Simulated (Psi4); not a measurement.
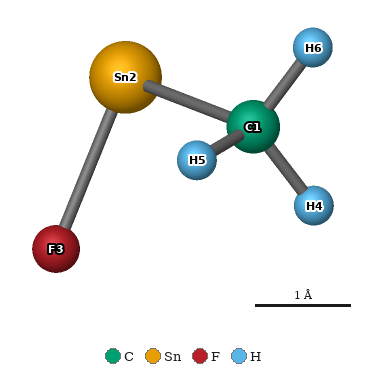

**Figure 1.** The input geometry (ball-and-stick view, seen at a tilt; atoms are numbered from 1 in the order of the input). Sticks mark near contacts.

## CH₃FSn: excited-state calculation

The run: excited-state calculation of CH₃FSn, SMILES [CH3][Sn][F]. Method and program: TDA (CAM-B3LYP)/def2-TZVPD, RKS, core potentials def2 (Psi4 1.11).

The geometry comes from this level: PBE0-D4/def2-TZVP.

The input (job.py)
```python
import psi4

psi4.set_memory('1600 MB')
psi4.set_num_threads(1)
psi4.set_output_file('run.log', False)

mol = psi4.geometry("""
0 1
C     -0.389800     0.421200    -0.282900
Sn     0.257100    -0.620500     1.513600
F      1.621600    -1.634100     0.554100
H     -0.684900    -0.317800    -1.033900
H      0.458100     0.979400    -0.691900
H     -1.220000     1.107700    -0.105200
units angstrom
symmetry c1
""")

psi4.set_options({
    'basis': 'def2-TZVPD',
    'puream': True,
    'scf_type': 'df',
    'dft_radial_points': 99,
    'dft_spherical_points': 590,
    'save_jk': True,
})

from psi4.driver.procrouting.response.scf_response import tdscf_excitations
E, wfn = psi4.energy('cam-b3lyp', return_wfn=True)
states = tdscf_excitations(wfn, states=1, tda=True)
for k, s in enumerate(states, 1):
    print(f"root {k}: {s['EXCITATION ENERGY'] * 27.211386:.4f} eV  f = {s['OSCILLATOR STRENGTH (LEN)']:.4f}  {s['SYMMETRY']}")
print(f'cam-b3lyp energy: {E:.10f} Eh')
```

Run on 1 thread of Intel Xeon @ 2.70GHz, 189 GiB of memory available, shared host.

Command:
```bash
python job.py
```

Output
```
h
    h
    h

    -----------------------------------------------------------------------

   => Loading Basis Set <=

    Name: DEF2-TZVPD
    Role: ORBITAL
    Keyword: BASIS

    !!!  WARNING: ECP capability is in beta. Please check occupations closely.  !!!

         ---------------------------------------------------------
                                   SCF
                              RKS Reference
                        1 Threads,   1525 MiB Core
         ---------------------------------------------------------

  ==> Geometry <==

    Molecular point group: c1
    Full point group: C1

    Geometry (in Angstrom), charge = 0, multiplicity = 1:

       Center              X                  Y                   Z               Mass
    ------------   -----------------  -----------------  -----------------  -----------------
         C           -0.750360513930     1.061821415187    -1.496295981186    12.000000000000
         SN          -0.103460513930     0.020121415187     0.300204018814   119.902201630000
         F            1.261039486070    -0.993478584813    -0.659295981186    18.998403162730
         H           -1.045460513930     0.322821415187    -2.247295981186     1.007825032230
         H            0.097539486070     1.620021415187    -1.905295981186     1.007825032230
         H           -1.580560513930     1.748321415187    -1.318595981186     1.007825032230

  Running in c1 symmetry.

  Rotational constants: A =      0.29319  B =      0.20931  C =      0.12496 [cm^-1]
  Rotational constants: A =   8789.47686  B =   6274.95733  C =   3746.13339 [MHz]
  Nuclear repulsion =  121.887130831257650

  Charge       = 0
  Multiplicity = 1
  Electrons    = 40
  Nalpha       = 20
  Nbeta        = 20

  ==> Algorithm <==

  SCF Algorithm Type is DF.
  DIIS enabled.
  MOM disabled.
  Fractional occupation disabled.
  Guess Type is SAD.
  Energy threshold   = 1.00e-06
  Density threshold  = 1.00e-06
  Integral threshold = 1.00e-12

  ==> Primary Basis <==

  Basis Set: DEF2-TZVPD
    Blend: DEF2-TZVPD
    Number of shells: 60
    Number of basis functions: 160
    Number of Cartesian functions: 182
    Spherical Harmonics?: true
    Max angular momentum: 3

  Core potential: DEF2-TZVPD
    Number of shells: 4
    Number of ECP primitives: 18
    Number of ECP core electrons: 28
    Max angular momentum: 3

  ==> DFT Potential <==

   => LibXC <=

    Version 7.1.2

   => Composite Functional: CAM-B3LYP <=

    CAM-B3LYP Hyb-GGA Exchange-Correlation Functional

    Deriv               =              1
    GGA                 =           TRUE
    Meta                =          FALSE

    Exchange Hybrid     =           TRUE
    MP2 Hybrid          =          FALSE

   => Exchange Functionals <=

    0.3500         Becke 88 [omega = 0.3300]
    0.4600   Short-range recipe for B88 functional - erf [omega = 0.3300]

   => Exact (HF) Exchange <=

    0.4600            HF,LR [omega = 0.3300]
    0.1900               HF

   => Correlation Functionals <=

    0.1900   Vosko, Wilk & Nusair (VWN5)
    0.8100   Lee, Yang & Parr

   => LibXC Density Thresholds  <==

    XC_HYB_GGA_XC_CAM_B3LYP:  1.00E-14

   => Molecular Quadrature <=

    Radial Scheme          =       TREUTLER
    Pruning Scheme         =           NONE
    Nuclear Scheme         =       TREUTLER

    Blocking Scheme        =         OCTREE
    BS radius alpha        =              1
    Pruning alpha          =              1
    Radial Points          =             99
    Spherical Points       =            590
    Total Points           =         336607
    Total Blocks           =           2493
    Max Points             =            256
    Max Functions          =            157
    Weights Tolerance      =       1.00E-15

   => Loading Basis Set <=

    Name: (DEF2-TZVPD AUX)
    Role: JKFIT
    Keyword: DF_BASIS_SCF

  ==> Integral Setup <==

  DFHelper Memory: AOs need 0.248 GiB; user supplied 0.248 GiB.
  SCF_SUBTYPE=INCORE selected. In-core MEM_DF algorithm will be used.
  Using in-core AOs.

  ==> MemDFJK: Density-Fitted J/K Matrices <==

    J tasked:                   Yes
    K tasked:                   Yes
    wK tasked:                  Yes
    Omega:                3.300E-01
    Memory [MiB]:               253
    Algorithm:                 Core
    Schwarz Cutoff:           1E-12
    Mask sparsity (%):       1.0078
    Fitting Condition:        1E-10

   => Auxiliary Basis Set <=

  Basis Set: (DEF2-TZVPD AUX)
    Blend: DEF2-UNIVERSAL-JKFIT
    Number of shells: 114
    Number of basis functions: 424
    Number of Cartesian functions: 551
    Spherical Harmonics?: true
    Max angular momentum: 5

  Cached 50.0% of DFT collocation blocks in 0.636 [GiB].

  Minimum eigenvalue in the overlap matrix is 3.7523938761E-05.
  Reciprocal condition number of the overlap matrix is 4.0321413407E-06.
    Using symmetric orthogonalization.

  ==> Pre-Iterations <==

  SCF Guess: Superposition of Atomic Densities via on-the-fly atomic UHF (no occupation information).

   -------------------------
    Irrep   Nso     Nmo
   -------------------------
     A        160     160
   -------------------------
    Total     160     160
   -------------------------

  ==> Iterations <==

                           Total Energy        Delta E     RMS |[F,P]|

   @DF-RKS iter SAD:  -352.28544937890865   -3.52285e+02   0.00000e+00
   @DF-RKS iter   1:  -353.65269323382478   -1.36724e+00   6.31704e-03 DIIS/ADIIS
   @DF-RKS iter   2:  -353.52394323302389    1.28750e-01   7.46838e-03 DIIS/ADIIS
   @DF-RKS iter   3:  -354.07414349690043   -5.50200e-01   1.45718e-03 DIIS/ADIIS
   @DF-RKS iter   4:  -354.08919989034428   -1.50564e-02   4.13054e-04 DIIS/ADIIS
   @DF-RKS iter   5:  -354.09060935189183   -1.40946e-03   1.30387e-04 DIIS/ADIIS
   @DF-RKS iter   6:  -354.09078477569562   -1.75424e-04   2.01938e-05 DIIS
   @DF-RKS iter   7:  -354.09079151712695   -6.74143e-06   6.45966e-06 DIIS
   @DF-RKS iter   8:  -354.09079227777636   -7.60649e-07   1.39188e-06 DIIS
   @DF-RKS iter   9:  -354.09079233701766   -5.92413e-08   4.00235e-07 DIIS
  Energy and wave function converged.

  ==> Post-Iterations <==

   Electrons on quadrature grid:
      Ntotal   =   39.9999960272 ; deviation = -3.973e-06

    Orbital Energies [Eh]
    ---------------------

    Doubly Occupied:

       1A    -24.686910     2A    -10.226784     3A     -5.182977
       4A     -3.532659     5A     -3.523504     6A     -3.517068
       7A     -1.198456     8A     -1.107775     9A     -1.106393
      10A     -1.102086    11A     -1.094447    12A     -1.083472
      13A     -0.763953    14A     -0.543946    15A     -0.471279
      16A     -0.467693    17A     -0.441279    18A     -0.439650
      19A     -0.413719    20A     -0.292654

    Virtual:

      21A     -0.061498    22A      0.010436    23A      0.029522
      24A      0.037089    25A      0.084910    26A      0.091253
      27A      0.094040    28A      0.096741    29A      0.099284
      30A      0.109270    31A      0.126571    32A      0.149725
      33A      0.151720    34A      0.168571    35A      0.169148
      36A      0.181223    37A      0.192267    38A      0.210647
      39A      0.222317    40A      0.231196    41A      0.249101
      42A      0.282136    43A      0.290480    44A      0.293256
      45A      0.299839    46A      0.309481    47A      0.318584
      48A      0.336079    49A      0.341514    50A      0.349603
      51A      0.370187    52A      0.371731    53A      0.390497
      54A      0.395120    55A      0.406695    56A      0.413628
      57A      0.451935    58A      0.458145    59A      0.477945
      60A      0.509191    61A      0.550897    62A      0.563409
      63A      0.593831    64A      0.627016    65A      0.667076
      66A      0.675030    67A      0.684001    68A      0.703227
      69A      0.742325    70A      0.749156    71A      0.750808
      72A      0.757863    73A      0.761753    74A      0.816541
      75A      0.845658    76A      0.875152    77A      0.896163
      78A      0.927114    79A      0.930118    80A      0.933034
      81A      1.048119    82A      1.070880    83A      1.108211
      84A      1.113424    85A      1.129655    86A      1.133946
      87A      1.140497    88A      1.179657    89A      1.194100
      90A      1.225588    91A      1.237841    92A      1.281936
      93A      1.301571    94A      1.368295    95A      1.386454
      96A      1.604192    97A      1.686576    98A      1.791682
      99A      1.833119   100A      1.843225   101A      2.006496
     102A      2.020018   103A      2.048987   104A      2.203955
     105A      2.285055   106A      2.305494   107A      2.353169
     108A      2.370250   109A      2.393221   110A      2.407415
     111A      2.410973   112A      2.422634   113A      2.454058
     114A      2.478141   115A      2.484635   116A      2.541210
     117A      2.553402   118A      2.577834   119A      2.629777
     120A      2.641626   121A      2.734944   122A      2.759340
     123A      2.788446   124A      2.992719   125A      3.232803
     126A      3.244899   127A      3.245140   128A      3.317412
     129A      3.355889   130A      3.427478   131A      3.474846
     132A      3.518903   133A      3.558670   134A      3.679570
     135A      3.696755   136A      3.778944   137A      3.878274
     138A      4.283474   139A      4.403600   140A      4.411024
     141A      4.589597   142A      6.998360   143A      7.002239
     144A      7.002280   145A      7.004986   146A      7.042845
     147A      7.054997   148A      7.125150   149A      8.586187
     150A      8.590054   151A      8.611148   152A      8.655653
     153A      8.824989   154A     22.355793   155A     36.444923
     156A     36.831658   157A     37.076100   158A     37.158502
     159A     57.129142   160A    112.829343

    Final Occupation by Irrep:
              A
    DOCC [    20 ]
    NA   [    20 ]
    NB   [    20 ]

  @DF-RKS Final Energy:  -354.09079233701766

   => Energetics <=

    Nuclear Repulsion Energy =            121.8871308312576502
    One-Electron Energy =                -812.3741442588468544
    Two-Electron Energy =                 361.9130541254180571
    DFT Exchange-Correlation Energy =     -25.5168330348465418
    Empirical Dispersion Energy =           0.0000000000000000
    VV10 Nonlocal Energy =                  0.0000000000000000
    Total Energy =                       -354.0907923370176604

Computation Completed

Properties will be evaluated at   0.000000,   0.000000,   0.000000 [a0]

Properties computed using the SCF density matrix

 Multipole Moments:

 ------------------------------------------------------------------------------------
     Multipole            Electronic (a.u.)      Nuclear  (a.u.)        Total (a.u.)
 ------------------------------------------------------------------------------------

 L = 1.  Multiply by 2.5417464519 to convert [e a0] to [Debye]
 Dipole X            :         -4.6765675            3.8599157           -0.8166517
 Dipole Y            :         -2.3214693            2.9545048            0.6330355
 Dipole Z            :         26.5059378          -26.0369097            0.4690281
 Magnitude           :                                                    1.1347428

 ------------------------------------------------------------------------------------

	total time  =         28 seconds =       0.47 minutes

******************************************************************************************
**********                               WARNING                                **********
**********       The names of excited state variables changed between 1.5       **********
**********     and 1.6. For a quick solution, remove the symmetry specifier     **********
**********   from the variable name. For full details, see 'Notes on Psivars'   **********
**********                        in the documentation.                         **********
******************************************************************************************

         ---------------------------------------------------------
                         TDSCF excitation energies
         ---------------------------------------------------------

  ==> Options <==

     Residual threshold  : 1.0000e-04
     Initial guess       : denominators
     Reference           : RHF
     Solver type         : TDA (Davidson)

  ==> Requested Excitations <==

      1 singlet states with A symmetry

  ==> Seeking the lowest 1 singlet states with A symmetry

                         Generalized Davidson Solver

  ==> Options <==

    Max number of iterations        = 60
    Eigenvector tolerance           = 1.0000e-04
    Max number of expansion vectors = 200

  => Iterations <=
                           Max[D[value]]     Max[|R|]   # vectors
  DavidsonSolver iter   1:   1.16624e-01  1.06783e-01      4
  DavidsonSolver iter   2:   8.38200e-03  2.86342e-02      5
  DavidsonSolver iter   3:   7.57922e-04  5.69961e-03      6
  DavidsonSolver iter   4:   3.18055e-05  1.25124e-03      7
  DavidsonSolver iter   5:   2.07209e-06  4.02240e-04      8
  DavidsonSolver iter   6:   1.52645e-07  1.09934e-04      9
  DavidsonSolver iter   7:   6.22807e-09  3.71879e-05     10      Converged

******************************************************************************************
**********                               WARNING                                **********
**********  Length-gauge rotatory strengths are **NOT** gauge-origin invariant  **********
******************************************************************************************

                                    Excitation Energy         Total Energy        Oscillator Strength             Rotatory Strength
     #   Sym: GS->ES (Trans)        au              eV              au          au (length)    au (velocity)    au (length)    au (velocity)
    ---- -------------------- --------------- --------------- --------------- --------------- --------------- --------------- ---------------
     1        A->A (1 A)       0.10745         2.92387        -353.98334       0.0355          0.0378          0.0001          0.0001

Contributing excitations
Only contributions with abs(coeff) > 1.00e-01 will be printed:

Excited State    1 (1 A):   0.10745 au   424.04 nm f = 0.0355
  Sums of squares: Xssq =  1.000000e+00
     20a  ->  21a     0.988034 (97.621%)

******************************************************************************************
**********                               WARNING                                **********
**********       The names of excited state variables changed between 1.5       **********
**********     and 1.6. For a quick solution, remove the symmetry specifier     **********
**********   from the variable name. For full details, see 'Notes on Psivars'   **********
**********                        in the documentation.                         **********
******************************************************************************************
```

Standard output
```
root 1: 2.9239 eV  f = 0.0355  A
cam-b3lyp energy: -354.0907923370 Eh
```

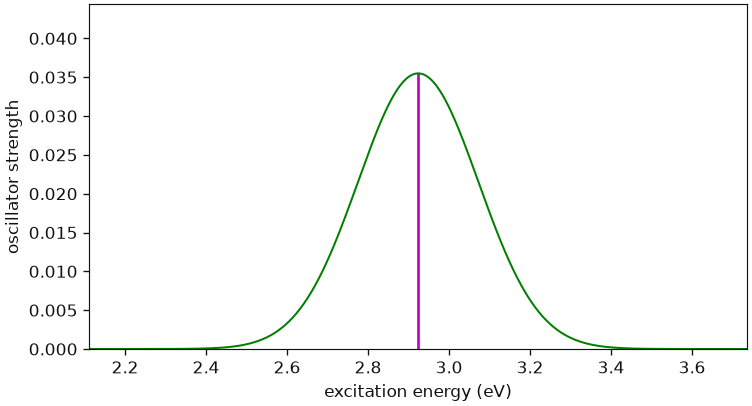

**Figure 2.** Computed excitations as sticks (degenerate states added up, dark ones marked on the axis), with a Gaussian envelope of 0.35 eV full width at half maximum, scaled to the tallest. Of the 1 states the lowest lies at 2.92 eV (f = 0.035); the strongest line is at 2.92 eV, or 424 nm (f = 0.035).

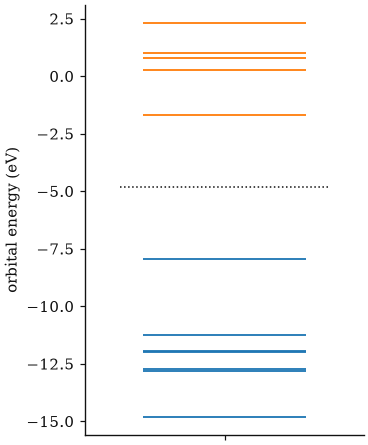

**Figure 3.** Orbital energies near the frontier; the dotted line parts filled from empty levels, and levels within 0.02 eV of each other stand side by side. Highest filled −7.96 eV, lowest empty −1.67 eV, 6.29 eV apart.

Summary

```tsv
quantity	value
outcome	converged
total energy	−354.090792 hartree
basis functions	160
HOMO	−7.96 eV
LUMO	−1.67 eV
dipole moment	2.88 D
lowest excitation	2.92 eV
wall time	61 s
peak memory	1.1 GiB
```
